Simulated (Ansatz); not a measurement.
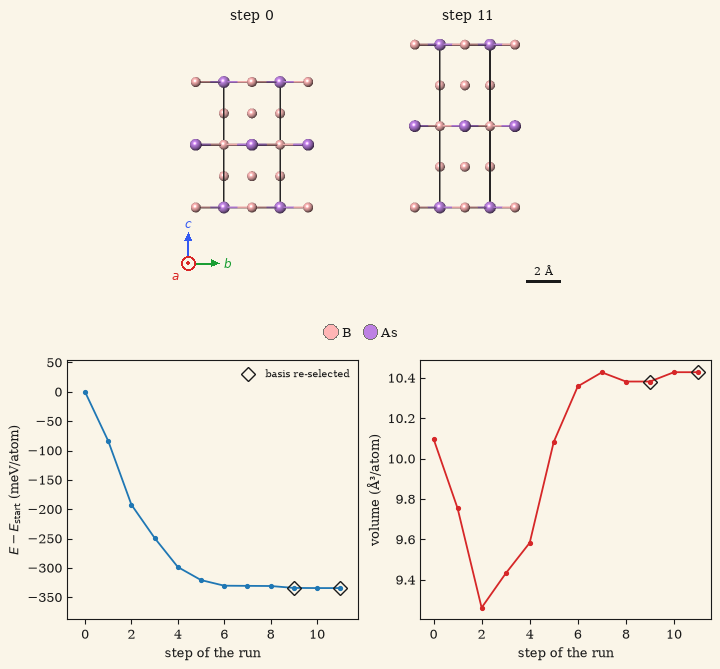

First and last geometry of a relaxation of crystalline B₃As (built on the TiAl3 (D0_22)_139 type) (coarse preliminary run), with the history of the run. Style: ball-and-stick. Shown: the conventional cell (2 times the calculation's cell), along the a axis. Lengths and directions refer to the drawn axes.

Case: TiAl3 (D0_22) type (I4/mmm, No. 139).

All numbers below come from DFT r2SCAN, scalar-relativistic, plane waves, PAW (Ansatz 0.2.0). Settings: plane-wave cutoff 500 eV; k-point mesh 8 × 8 × 8; occupations gaussian; smearing width 0.1 eV; no spin polarisation; cell and atoms relaxed; force threshold 0.04 eV/Å; at most 70 steps.

Question: Read the history and describe the run.

Answer: It converged. After 9 accepted moves (11 points after the start) the energy has fallen by 334 meV per atom. All forces vanish by symmetry, so only the cell relaxes. The pressure goes from −6.06 to 0.28 GPa. The SCF was repeated twice at an unchanged geometry on a basis and grid sized afresh for the cell, which shifted the energy by 3.3 meV per atom at most. The atoms keep their places relative to the cell (all moves are under 0.005 Å). The volume changes by +3.3 %, with a = b 3.307 → 2.950 Å (−10.8 %), c 7.387 → 9.584 Å (+29.7 %). Some distances before and after: As–As 3.307 → 2.950 Å, As–B 2.479 → 2.814 Å, As–B 2.338 → 2.086 Å. The space group stays I4/mmm (No. 139). Cost: 85 s on 1 thread of Arm Neoverse V2 (shared host), peak memory 0.65 GiB.
